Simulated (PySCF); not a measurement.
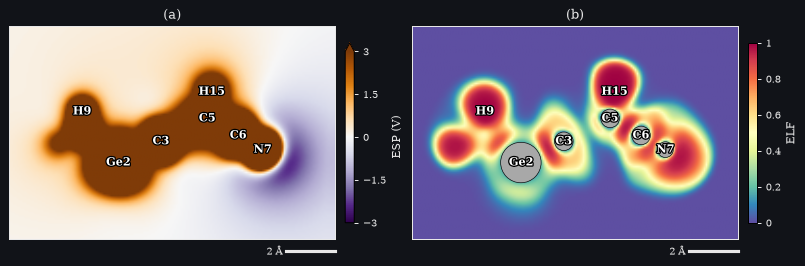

*C6H9GeN (SMILES [CH3][GeH2][C]1=C[C@H](C#N)C1). (a) electrostatic potential; (b) electron localisation function on the plane of atoms C6, C5 and H15. Grey discs cover the atomic cores in the ELF map.*

Geometry: GFN2-xTB.

Method: PySCF, PBE0/def2-SVPD, SCF density, gas phase.

```xyz
17

C     3.0075    0.1649   -0.2065
Ge    1.4490   -0.9164   -0.7307
C    -0.2034   -0.1815   -0.0124
C    -0.8057   -0.2000    1.1795
C    -1.9930    0.6234    0.7342
C    -3.2500   -0.0666    0.7660
N    -4.2392   -0.6412    0.7834
C    -1.2935    0.6472   -0.6568
H     2.9099    1.1851   -0.5684
H     3.9225   -0.2549   -0.6148
H     3.1004    0.1952    0.8762
H     1.3081   -0.9627   -2.2259
H     1.6023   -2.3273   -0.2431
H    -0.5834   -0.6390    2.1353
H    -2.0965    1.6003    1.2150
H    -0.9963    1.6401   -0.9906
H    -1.8457    0.1453   -1.4503
```

What do the fields say about this system?

- The plane passes through Ge, C, N and H nuclei.
- C–N (1.14 Å): the ELF peaks at about 0.85 between the atoms (a short, multiple covalent bond).
- C–Ge (1.95 Å): the ELF peaks at about 0.95 in the valence shell of C, 0.7 Å from its nucleus, and is about 0.70 at the midpoint.
- C–H (1.09 Å): the ELF climbs to about 1 towards the hydrogen, as it does in any bond to H: an ordinary covalent bond to hydrogen.
- C–C (1.43 Å): the ELF peaks at about 0.95 between the atoms: localised, covalent bonding.
- The ELF also peaks beside N7, away from the bonds: lone-pair regions.
- Outside the dense part of the molecule the potential is most negative (−2.4 V) near N7.
